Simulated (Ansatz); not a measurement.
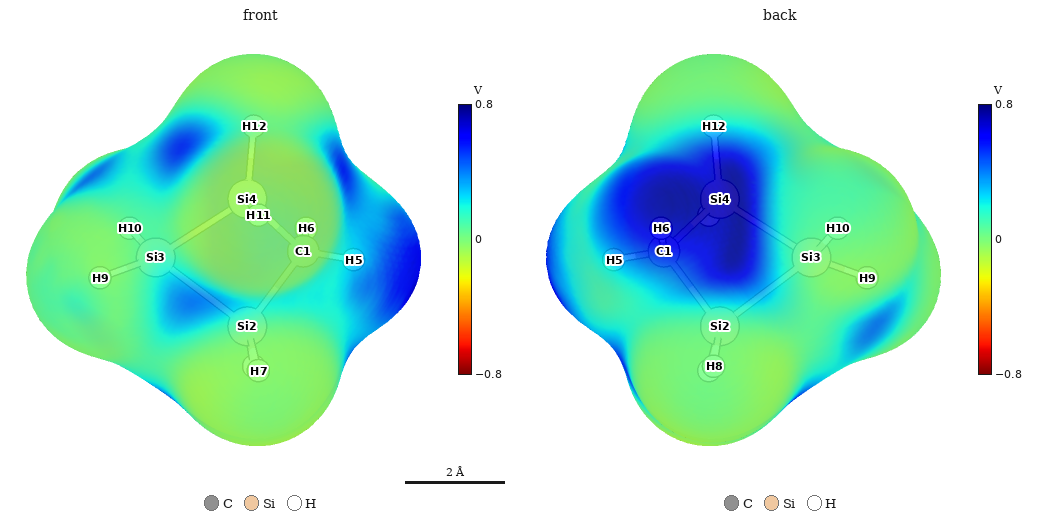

*CH8Si3 (SMILES C1[SiH2][SiH2][SiH2]1). The molecular electrostatic potential painted on the density surface at 0.001 e/bohr³, seen from the front and from behind; the colour scale runs from red (negative) to blue (positive).*

Geometry: PBE0-D4/def2-TZVP.

These are results of RKS PBE0-D4/def2-TZVPP in Ansatz 0.2.0, not measurements.

The calculation's input:

```
crystal:
  periodic: [false, false, false]
  atoms:
    - {symbol: C, position_ang: [-1.069286, 0.513177, -0.629731]}
    - {symbol: Si, position_ang: [-0.841456, -0.035830, 1.172485]}
    - {symbol: Si, position_ang: [1.476927, -0.148167, 0.810110]}
    - {symbol: Si, position_ang: [0.503814, -0.290271, -1.323365]}
    - {symbol: H, position_ang: [-2.011512, 0.246850, -1.110435]}
    - {symbol: H, position_ang: [-0.953454, 1.601724, -0.678289]}
    - {symbol: H, position_ang: [-1.402686, -1.401822, 1.367405]}
    - {symbol: H, position_ang: [-1.429073, 0.866745, 2.201049]}
    - {symbol: H, position_ang: [2.308644, -1.244337, 1.370212]}
    - {symbol: H, position_ang: [2.148260, 1.162077, 1.038301]}
    - {symbol: H, position_ang: [0.239354, -1.712345, -1.679282]}
    - {symbol: H, position_ang: [1.107266, 0.387199, -2.504360]}
basis:
  gaussian: {orbitals: def2-TZVPP}
hamiltonian: {xc: pbe0, dispersion: d4}
output: {orbitals: {seedname: orbitals}}
```

Run with:

```sh
ansatz run in.yaml --threads 4 --pin off --events-out ev --progress --plain --max-ram 10444MiB
```

Question: Describe the electrostatic potential map.

Answer: The most negative region (about −0.1 V) lies over H7, H8, H11 and H12, the most positive (about +0.7 V) over Si2, Si3, Si4 and H6.
